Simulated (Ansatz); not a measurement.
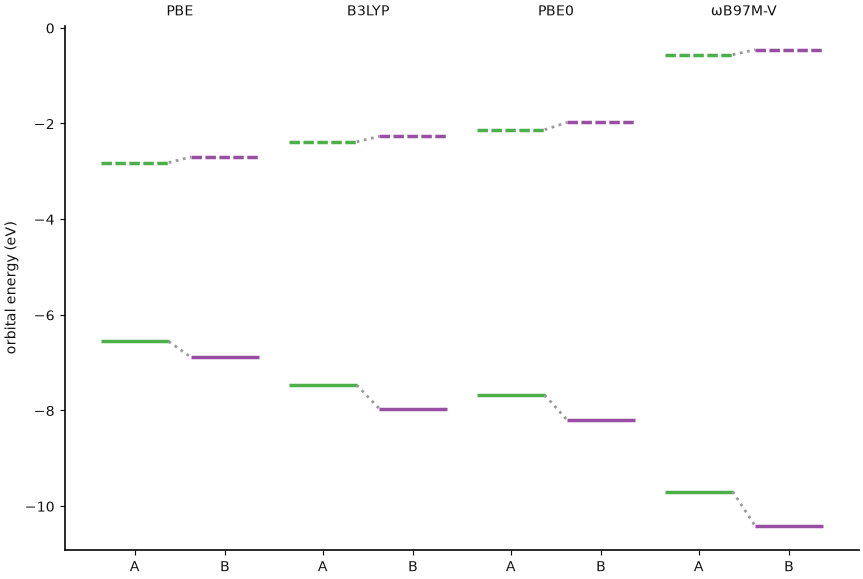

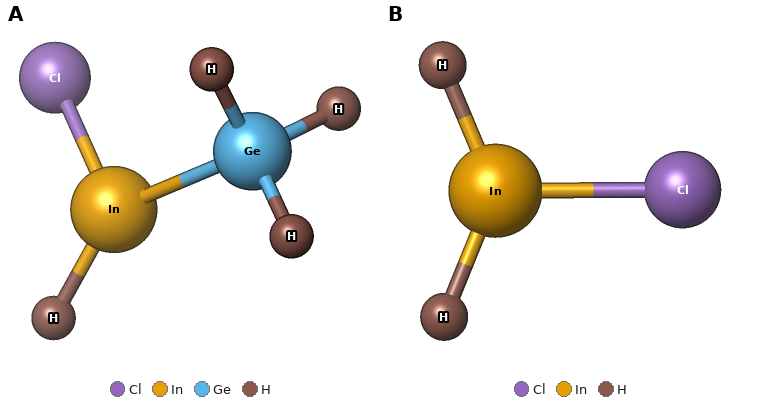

One change: A, InGeH₄Cl (SMILES [Cl][InH][GeH3]), becomes B, InH₂Cl (SMILES [Cl][InH2]). GeH₃ on In is replaced by H. HOMO (solid) and LUMO (dashed) computed in def2-TZVPP at PBE0-D4/def2-TZVP geometries, both minima by their frequencies, gas phase, the Ansatz code 0.2.0.

Question: What does the change do to HOMO and LUMO?

Answer: PBE: the HOMO falls by 0.33 eV, the LUMO rises by 0.12 eV, and the separation goes from 3.74 to 4.19 eV. B3LYP: the HOMO falls by 0.49 eV, the LUMO rises by 0.11 eV, and the separation goes from 5.08 to 5.69 eV. PBE0: the HOMO falls by 0.52 eV, the LUMO rises by 0.15 eV, and the separation goes from 5.55 to 6.23 eV. ωB97M-V: the HOMO falls by 0.72 eV, the LUMO rises by 0.11 eV, and the separation goes from 9.13 to 9.96 eV.

Question: Do the functionals agree on the effect?

Answer: They agree on the direction for both levels; the HOMO shift lies between −0.72 and −0.33 eV and the LUMO shift between 0.11 and 0.15 eV, while the separations themselves differ by up to 5.8 eV between functionals.

Known limits of this run: core potentials past krypton; spin-orbit coupling is left out, and with In it can shift these values.
